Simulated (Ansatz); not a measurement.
Consider C$_{2}$H$_{9}$GeNSi.

Input

```
crystal:
  periodic: [false, false, false]
  atoms:
    - {symbol: C, position_ang: [-1.550203, 0.003942, 2.554039]}
    - {symbol: C, position_ang: [-0.723625, 0.565285, 1.674913]}
    - {symbol: Si, position_ang: [0.310288, -0.441143, 0.503547]}
    - {symbol: N, position_ang: [-0.026709, -0.046142, -1.135078]}
    - {symbol: Ge, position_ang: [1.165197, 0.163975, -2.517558]}
    - {symbol: H, position_ang: [-2.157270, 0.587501, 3.241213]}
    - {symbol: H, position_ang: [-1.652008, -1.076068, 2.625602]}
    - {symbol: H, position_ang: [-0.663402, 1.652533, 1.643215]}
    - {symbol: H, position_ang: [0.038217, -1.868707, 0.849427]}
    - {symbol: H, position_ang: [1.763336, -0.175584, 0.687955]}
    - {symbol: H, position_ang: [-0.993975, -0.087494, -1.422331]}
    - {symbol: H, position_ang: [2.511156, 0.552774, -1.893001]}
    - {symbol: H, position_ang: [0.642550, 1.274085, -3.446862]}
    - {symbol: H, position_ang: [1.323447, -1.134157, -3.336383]}
basis:
  gaussian: {orbitals: def2-TZVPP}
hamiltonian: {xc: pbe0, dispersion: d4}
output: {orbitals: {seedname: orbitals}}
```

Command:

```sh
ansatz run in.yaml --threads 2 --pin off --events-out ev --progress --plain --max-ram 32768MiB --backend cuda --devices 0, --max-vram 18GiB
```

Geometry: PBE0-D4/def2-TZVP.

Level of theory: RKS PBE0-D4/def2-TZVPP (Ansatz).

What will maps of the electron density and electron localisation function show?

Answer. C–C (1.33 Å): the density is about 2.4 e/Å³ at the midpoint; the ELF peaks at about 0.95 between the atoms; a multiple bond.
C–Si (1.86 Å): the density is about 1 e/Å³ at the midpoint; the ELF peaks at about 0.95 between the atoms (localised, covalent bonding).
C–H (1.09 Å): ρ at the midpoint is about 2 e/Å³; the ELF climbs to about 1 towards the hydrogen, as it does in any bond to H (an ordinary covalent bond to hydrogen).

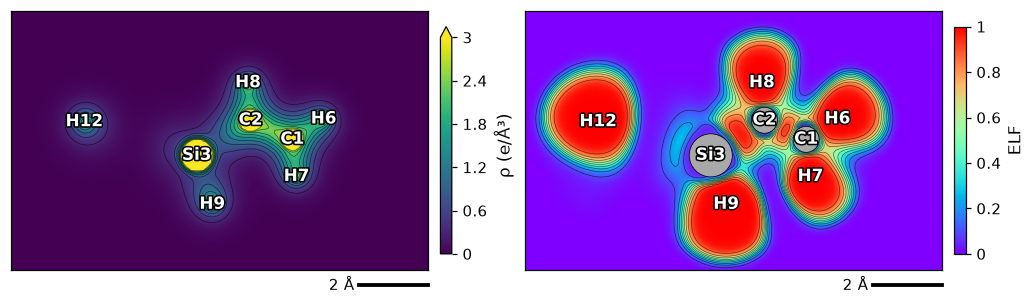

Computed electron density and electron localisation function on the plane of atoms C1, C2 and H8, in this order. Grey discs cover the atomic cores in the ELF map. 
